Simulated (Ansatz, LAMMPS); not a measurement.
# Glassy 46SiO2-16Al2O3-16BaO-16Li2O-5Sc2O3 (mol %) (121 atoms): geometry optimisation

Aim: bring glassy 46SiO2-16Al2O3-16BaO-16Li2O-5Sc2O3 (mol %) (121 atoms) to a nearby minimum of the energy and see what moves.

Method: Kohn-Sham DFT, PBE, PAW (set soft_2), plane waves, in Ansatz 0.2.0.

## (1) Set-up

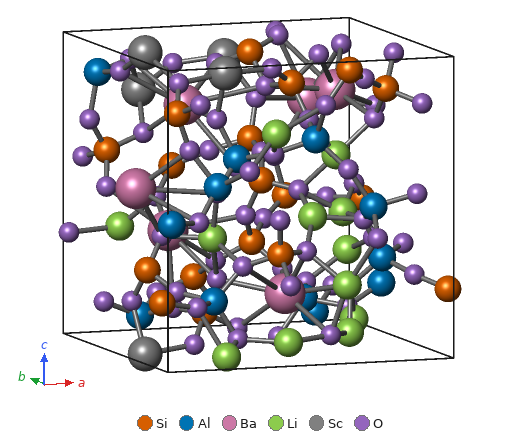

Start, viewed slightly off an axis; silicon orange, aluminium blue, barium pink, lithium green, scandium grey, oxygen purple. Some periodic images of atoms are drawn too.

The cell holds 121 atoms: 17 Si, 12 Al, 6 Ba, 12 Li, 4 Sc and 70 O. Its edges and angles: a = 11.574 Å, b = 11.574 Å, c = 11.574 Å, α = 90.0°, β = 90.0°, γ = 90.0°. 121 atoms (17 Si, 12 Al, 6 Ba, 12 Li, 4 Sc, 70 O) placed at random at 3.16 g/cm³, melted at 4000 K for 10 ps at fixed volume with the Morse and Coulomb pair potential with partial charges (Pedone, Malavasi, Menziani, Cormack and Segre, J. Phys. Chem. B 110, 11780 (2006)). Quenched from 4000 K to 300 K at 30 K/ps and fixed volume, held 10 ps at zero pressure, then minimised at fixed cell.

Before any run, some limits are plain. The quench rate of 30 K/ps far exceeds what a furnace or splat quench reaches, so expect more defects and frozen-in strain than in a real sample. The starting topology of bonds comes from the classical model. Only the Γ point is sampled, in a cell whose shortest periodic width is 12 Å. The levels lack spin–orbit coupling, which is large for the heavy elements here.

## (2) The classical run that made the cell

A classical potential supplies the starting structure, since it reaches far longer times than DFT.

This step: classical MD, Morse and Coulomb pair potential with partial charges (Pedone, Malavasi, Menziani, Cormack and Segre, J. Phys. Chem. B 110, 11780 (2006)) (LAMMPS 22 Jul 2025 - Update 4).

Contents of in.lmp:

```
# melt-quench of Si17Al12Ba6Li12Sc4O70
units metal
atom_style charge
boundary p p p
region box block 0 11.6490 0 11.6490 0 11.6490
create_box 6 box
mass 1 28.0850   # Si
mass 2 26.9815   # Al
mass 3 137.3270   # Ba
mass 4 6.9400   # Li
mass 5 44.9559   # Sc
mass 6 15.9990   # O
create_atoms 1 random 17 200049 NULL overlap 1.5 maxtry 2000
create_atoms 2 random 12 200056 NULL overlap 1.5 maxtry 2000
create_atoms 3 random 6 200063 NULL overlap 1.5 maxtry 2000
create_atoms 4 random 12 200070 NULL overlap 1.5 maxtry 2000
create_atoms 5 random 4 200077 NULL overlap 1.5 maxtry 2000
create_atoms 6 random 70 200084 NULL overlap 1.5 maxtry 2000
pair_style hybrid/overlay pedone 5.5 coul/long 8.0
pair_coeff * * coul/long
pair_coeff 1 6 pedone 0.340554 2.006700 2.100000 1   # Si-O
pair_coeff 2 6 pedone 0.361581 1.900442 2.164818 0.9   # Al-O
pair_coeff 3 6 pedone 0.065011 1.547596 3.393410 5   # Ba-O
pair_coeff 4 6 pedone 0.001114 3.429506 2.681360 1   # Li-O
pair_coeff 5 6 pedone 0.000333 3.144445 3.200000 2.6   # Sc-O
pair_coeff 6 6 pedone 0.042395 1.379316 3.618701 22   # O-O
set type 1 charge 2.4
set type 2 charge 1.8
set type 3 charge 1.2
set type 4 charge 0.6
set type 5 charge 1.8
set type 6 charge -1.2
kspace_style pppm 1.0e-4
neigh_modify delay 0 every 1 check yes
# [... 22 lines left out ...]
thermo 1666
fix md all npt temp 300 300 0.2 iso 0 0 2
run 5000 post no
unfix md
thermo 100
min_style cg
minimize 0 1e-3 2000 20000
write_dump all custom glass.dump id type xs ys zs modify sort id
```

Command:

```bash
lmp -in in.lmp -log none -nocite
```

Numbers of over 12 decimals in the logs are rounded to 6 here.

What it wrote:

```text
LAMMPS (22 Jul 2025 - Update 4)
Created orthogonal box = (0 0 0) to (11.649 11.649 11.649)
Created 17 atoms
Created 12 atoms
Created 6 atoms
Created 12 atoms
Created 4 atoms
Created 70 atoms
PPPM initialization ...
  G vector (1/distance) = 0.37613258
  grid = 12 12 12
  estimated relative force accuracy = 7.0068951e-05
   Step          Time           Temp          PotEng         Press         Density
         0   0              0             -1.1753463      807404.58      3.1600395
        93   0.186          0             -12.971447     -13666.643      3.1600395
Loop time of 0.0664754 s on 1 MPI rank(s) for 93 steps with 121 atoms
Minimization stats:
  Stopping criterion = energy tolerance
  Energy initial, next-to-last, final =
      -1.1753462799436  -12.9701671851121  -12.9714468132582
  Force two-norm initial, final = 338.66629 2.5563718
  Iterations, force evaluations = 93 122
   Step          Time           Temp          PotEng         Press         Density
[... 12 lines left out ...]
[... 1 line left out ...]
Loop time of 2.33098 s on 1 MPI rank(s) for 5000 steps with 121 atoms
   Step          Time           Temp          PotEng         Press         Density
[... 12 lines left out ...]
Loop time of 27.3914 s on 1 MPI rank(s) for 61667 steps with 121 atoms
   Step          Time           Temp          PotEng         Press         Density
[... 3 lines left out ...]
     71638   143.276        278.72399     -13.051287      1021.4372      3.206773
     72667   145.334        316.51846     -13.046808      5005.785       3.2217768
Loop time of 2.68014 s on 1 MPI rank(s) for 5000 steps with 121 atoms
   Step          Time           Temp          PotEng         Press         Density
     72667   145.334        316.51846     -13.046809      5005.019       3.2217768
     72683   145.366        316.51846     -13.089189      1102.2984      3.2217768
Loop time of 0.0326776 s on 1 MPI rank(s) for 16 steps with 121 atoms
Minimization stats:
  Stopping criterion = linesearch alpha is zero
  Energy initial, next-to-last, final =
     -13.0468090178329  -13.0891893881642  -13.0891893881642
  Force two-norm initial, final = 13.255495 0.59861239
  Iterations, force evaluations = 16 65
```

Run time: 33 s. Hardware: 1 thread of Arm Neoverse V2, shared host; peak memory 0.071 GiB.

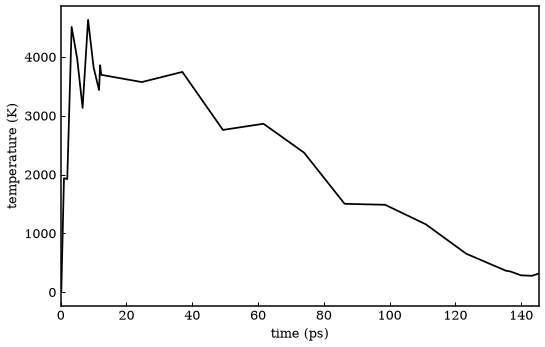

Temperature, plotted against time.

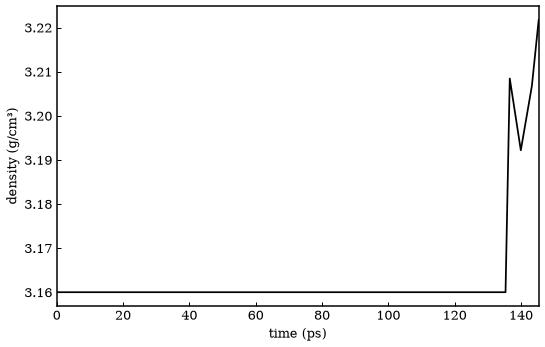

Density against time.

## (3) Single point at the start

The forces at the start show how far the geometry lies from a minimum of this functional.

Contents of input.yaml:

```yaml
crystal:
  lattice:
    - [11.57411, 0.0, 0.0]
    - [0.0, 11.57411, 0.0]
    - [0.0, 0.0, 11.57411]
  atoms:
    - { symbol: Si, position: [0.72923, 0.87219, 0.43967] }
    - { symbol: Si, position: [0.51942, 0.63529, 0.95644] }
    - { symbol: Si, position: [0.35747, 0.94162, 0.54763] }
    - { symbol: Si, position: [0.07445, 0.78778, 0.63207] }
    - { symbol: Si, position: [0.58179, 0.80307, 0.64551] }
    - { symbol: Si, position: [0.9258, 0.67507, 0.44811] }
    - { symbol: Si, position: [0.67452, 0.10699, 0.95707] }
    - { symbol: Si, position: [0.55064, 0.70233, 0.31651] }
    - { symbol: Si, position: [0.52948, 0.55225, 0.54088] }
    - { symbol: Si, position: [0.86725, 0.2865, 0.86347] }
    - { symbol: Si, position: [0.32379, 0.5368, 0.11334] }
    - { symbol: Si, position: [0.08111, 0.41835, 0.2813] }
    - { symbol: Si, position: [0.09328, 0.16703, 0.8318] }
    - { symbol: Si, position: [0.58026, 0.40384, 0.88027] }
    - { symbol: Si, position: [0.9984, 0.05126, 0.22311] }
    - { symbol: Si, position: [0.41629, 0.89261, 0.18256] }
    - { symbol: Si, position: [0.43562, 0.11393, 0.35635] }
    - { symbol: Al, position: [0.85316, 0.28293, 0.30466] }
    - { symbol: Al, position: [0.23208, 0.1962, 0.19891] }
    - { symbol: Al, position: [0.58864, 0.19641, 0.71962] }
    - { symbol: Al, position: [0.84292, 0.89911, 0.04588] }
    - { symbol: Al, position: [0.76654, 0.12943, 0.49748] }
    - { symbol: Al, position: [0.7268, 0.68459, 0.12366] }
    - { symbol: Al, position: [0.97819, 0.6331, 0.16951] }
    - { symbol: Al, position: [0.01909, 0.0163, 0.48627] }
    - { symbol: Al, position: [0.22935, 0.151, 0.58464] }
    - { symbol: Al, position: [0.3686, 0.34765, 0.64565] }
    - { symbol: Al, position: [0.1886, 0.78321, 0.07925] }
    - { symbol: Al, position: [0.02357, 0.73549, 0.9003] }
    - { symbol: Ba, position: [0.27564, 0.59895, 0.79769] }
    - { symbol: Ba, position: [0.84219, 0.97008, 0.74495] }
    - { symbol: Ba, position: [0.24558, 0.67098, 0.37186] }
    [... 83 atom lines left out ...]
    - { symbol: O, position: [0.63304, 0.63505, 0.23174] }
    - { symbol: O, position: [0.61161, 0.82973, 0.77453] }
    - { symbol: O, position: [0.55172, 0.18236, 0.3516] }
    - { symbol: O, position: [0.50476, 0.91367, 0.08158] }
    - { symbol: O, position: [0.45018, 0.22022, 0.67514] }
    - { symbol: O, position: [0.16031, 0.79959, 0.92961] }
kpoints:
  mp_grid: { grid: [1, 1, 1] }
hamiltonian:
  xc: pbe
scf:
  occupations: { method: fermi_dirac, width: 0.025 }
output:
  forces: true
  stress: true
  populations: true
  dos:
    method: { smearing: { sigma: 0.1 } }
    de: 0.1
    projected: { site_lists: { Al: [Al], Ba: [Ba], Li: [Li], O: [O], Sc: [Sc] } }
  eigenvalues: true
```

Command:

```bash
ansatz run input.yaml --threads 4 --pin off --max-ram 8192MiB --backend cpu --events-out ev --progress --plain --runs-dir out
```

What it wrote:

```text
Engine: ansatz 0.2.0, aarch64-unknown-linux-gnu
Pseudopotentials: kind: paw
Pseudopotential: Si, paw, valence charge 4, recommended cutoff 420 eV (normal), Si.paw.azcp
Pseudopotential: Al, paw, valence charge 3, recommended cutoff 420 eV (normal), Al.paw.azcp
Pseudopotential: Ba, paw, valence charge 10, recommended cutoff 420 eV (normal), Ba.paw.azcp
Pseudopotential: Li, paw, valence charge 3, recommended cutoff 420 eV (normal), Li.paw.azcp
Pseudopotential: Sc, paw, valence charge 11, recommended cutoff 420 eV (normal), Sc.paw.azcp
Pseudopotential: O, paw, valence charge 6, recommended cutoff 420 eV (normal), O.paw.azcp
[... 5 lines on functional and potentials left out ...]
Crystal: 121 atoms, lattice volume = 1550.468 Å³
Basis set: ecut = 420 eV, 30551 PW (Γ), exchange–correlation on 160×160×160 points (8 copies of the dense FFT grid, shifted against one another)
Bands: 453, of which v1, the nominal top of the filled ones, is band 332 counted from 1 (331 counted from 0)
Symmetry: 1 space group operations
Space group: P1 (ITA 1), of the structure as read, at distance tolerance 1.2e-4 Å
k-points: 1
[... 13 lines on functional and potentials left out ...]
Initial density: superposition of atomic densities (neutral atoms: chi_scale 0, normalization atom), corrected by the library's trained network
Initial wavefunctions: pseudopotential atomic-orbital guess
Functional: x = pbe(κ = 0.804, μ = 0.219515), c = pbe(β = 0.066725)
SCF iter   1: F=—  HF=-103834.293323 eV  |F-HF|=—  |Δ(HF+E_count)|=         —  Δρ=2.00e-3  dr2=7.35e-2  ethr=1.77e-3  ⟨swp⟩=6.0  Hψ=2003  notcnv=0  defer=91
preconditioner: auto → Resta (q_TF=auto, 2.369 Å⁻¹)  ε∞=3.6  [insulator: Δε(μ)=3.720 eV  Ē_g=14.262 eV  σ=0.025 eV  W_gap=1.00  n_scr=364 (ndim 8)  ℏωp=23.0 eV  f_vac=0.072  D(μ)=0.00/eV (n_scr^D=0)  ε∞_Penn≈3.6]
SCF iter   2: F=—  HF=-103834.293395 eV  |F-HF|=—  |Δ(HF+E_count)|=   7.25e-5  Δρ=1.09e-3  dr2=2.03e-2  ethr=1.11e-5  ⟨swp⟩=2.0  Hψ=792  notcnv=0  defer=113
SCF iter   3: F=—  HF=-103834.296455 eV  |F-HF|=—  |Δ(HF+E_count)|=   3.06e-3  Δρ=4.72e-4  dr2=5.70e-3  ethr=3.06e-6  ⟨swp⟩=2.0  Hψ=603  notcnv=0  defer=113
SCF iter   4: F=—  HF=-103834.297163 eV  |F-HF|=—  |Δ(HF+E_count)|=   7.08e-4  Δρ=1.50e-4  dr2=4.80e-4  ethr=8.59e-7  ⟨swp⟩=2.0  Hψ=568  notcnv=0  defer=113
SCF iter   5: F=—  HF=-103834.297168 eV  |F-HF|=—  |Δ(HF+E_count)|=   4.74e-6  Δρ=9.84e-5  dr2=1.49e-4  ethr=7.23e-8  ⟨swp⟩=2.0  Hψ=646  notcnv=0  defer=113
SCF iter   6: F=—  HF=-103834.297195 eV  |F-HF|=—  |Δ(HF+E_count)|=   2.76e-5  Δρ=5.38e-5  dr2=4.48e-5  ethr=2.24e-8  ⟨swp⟩=2.0  Hψ=595  notcnv=0  defer=113
SCF iter   7: F=—  HF=-103834.296833 eV  |F-HF|=—  |Δ(HF+E_count)|=   3.62e-4  Δρ=1.83e-5  dr2=4.87e-6  ethr=6.75e-9  ⟨swp⟩=2.0  Hψ=783  notcnv=0  defer=113
SCF iter   8: F=—  HF=-103834.296834 eV  |F-HF|=—  |Δ(HF+E_count)|=   1.36e-6  Δρ=8.27e-6  dr2=1.13e-6  ethr=7.34e-10  ⟨swp⟩=2.0  Hψ=603  notcnv=0  defer=113
SCF iter   9: F=—  HF=-103834.296835 eV  |F-HF|=—  |Δ(HF+E_count)|=   5.71e-7  Δρ=2.55e-6  dr2=1.25e-7  ethr=1.69e-10  ⟨swp⟩=2.0  Hψ=570  notcnv=0  defer=113
SCF iter  10: F=-103834.296835 eV  HF=-103834.296835 eV  |F-HF|=1.96e-9  |Δ(HF+E_count)|=   1.09e-7  Δρ=1.54e-6  dr2=3.48e-8  ethr=1.51e-11  ⟨swp⟩=20.0  Hψ=3046  notcnv=0
SCF 1 converged in 10 iterations: F = -103834.296835 eV  dr2 = 3.48e-8
  greatest PAW one-centre occupation: 1.000 electrons in one spin orbital (limit 2), on the Li atom at site 45 (counted from 0), in its partial waves of l = 0
SCF converged after 10 iterations
Free energy (F): -103834.296835 eV
Harris-Foulkes:  -103834.296835 eV  (|F-HF|=1.96e-9)
Internal energy: -103834.296835 eV  (E = F + TS)
E sigma→0 (E₀):  -103834.296835 eV
Fermi energy:    6.744122 eV
--- Per-component energies (eV) ---
  E_band       = -3333.485304
  E_kinetic    = 15912.722619
  E_local      = -41035.680174  (includes V_loc(G=0)·N_el)
  E_nonlocal   = 4167.929351
  E_hartree    = 15226.962987
  E_xc         = -8231.842894
  E_vxc        = -9355.434761  (∫ρ·V_xc dr)
  E_paw        = -60875.972686  (= ΣΔE_a)
  E_vpaw       = -3477.125368  (= ΣTr[D̂ρ^β])
  E_aug_tail   = 0.178013  (compensation charges beyond the density's cutoff)
  E_ewald      = -28998.594052
  E_smearing   = -0.000000  (= −TS)
  E_closure    = -0.000000  (closes the sum)
  Σ components = -103834.296835   (vs F -103834.296835, Δ=0.00e0)
--- Forces (eV/Å), atoms counted from 1 ---
  atom   1  Si    -0.63473627    -1.70234922     0.61686942
  atom   2  Si    -0.45255818    -1.23807580     0.32340667
  atom   3  Si     0.61955051    -0.11731733    -0.66000727
  atom   4  Si    -0.49466104     0.26275221     0.57404072
  atom   5  Si    -1.01844009     0.01647127    -1.74226487
  atom   6  Si    -0.73346011     1.15574364     0.50725103
  atom   7  Si     0.17845064     0.34807148    -0.97651328
  atom   8  Si     1.17043146     1.10741120     0.53295497
  atom   9  Si     0.20782974     1.47575521    -0.22620698
  atom  10  Si     0.68957891    -0.59497144     0.10744077
  atom  11  Si     0.80358779     0.64460472    -0.89288207
  atom  12  Si     0.27651482    -0.33685396    -0.88690877
  atom  13  Si     0.47551842     1.24975300    -0.20043317
  atom  14  Si    -0.09196503     0.30003031     0.47752059
[...]
atom 120  O     -0.53357301    -0.75621817    -0.09201615
  atom 121  O      0.74137914     0.49115709    -0.33505338
  max |Σ_I F_I| component: 5.16e-5 eV/Å
--- Stress (GPa, compression-positive) ---
        7.847692       0.578189      -0.731130
        0.578192       5.174586       0.991911
       -0.731132       0.991909       5.403860
  P = ⅓ Tr σ = 6.1420 GPa (61.420 kbar)
--- Band table (eV) ---
  k-point 0: bands = ["-43.6781", "-43.2612", "-43.0656", "-42.7015", [... 437 levels ...], "14.1263", "14.1396", "14.1531", "14.1853", "14.2019", "14.2083", "14.2267", "14.2641", "14.2790", "14.2844", "14.2962", "14.3130"]
--- Löwdin populations: 121 sites ---
  site symbol       q [e]
     0     Si      2.2535
     1     Si      2.3294
     2     Si      2.3160
[...]
120      O      6.8608
  spilling = 0.011105 (of n_electrons = 664.000000)
```

Elapsed: 30 s, on 4 threads of Arm Neoverse V2, shared host; peak memory 2.3 GiB; 1.9 min of CPU time.

In the SCF lines HF is the Harris–Foulkes energy and dr2 the Hartree energy of the density residual, in eV; the loop may stop once dr2 is under the threshold and the program's other checks hold. Hψ counts applications of the Hamiltonian.

The run gave:

```yaml
free_energy: -103834.2968 eV
free_energy_per_atom: -858.1347 eV/atom
scf_cycles: 10
pressure: 6.142 GPa
r_m_s_force_component: 0.845 eV/Å
longest_force: 3.123 eV/Å
fermi_energy: 6.744 eV
spacing_of_highest_filled_and_lowest_empty_level: 3.75 eV
spilling_of_the_projection: 0.01111
```

The r.m.s. force component of 0.84 eV/Å and the pressure of 6.1 GPa set the starting point.

Length of the force by element:

```tsv
element	coordination	atoms	mean length of the force (eV/Å)	spread	least	most
Al	all	12	0.966	0.409	0.287	1.71
Ba	all	6	0.536	0.177	0.258	0.802
Li	all	12	0.475	0.282	0.0661	1.05
O	all	70	1.58	0.670	0.382	3.12
Sc	all	4	0.981	0.219	0.623	1.21
Si	all	17	1.28	0.415	0.571	2.02
```

(Continued in part 2 of 3.)

[Logs are printed without paths, hosts, clocks, repeated set-up lines and the standing remarks that a program may print on its own settings, such as how far it seeks lower states.]

[Hosts, paths, dates, database ids (printed as entryN), source tags and the programs' standing remarks are cut or masked in the printed files.]
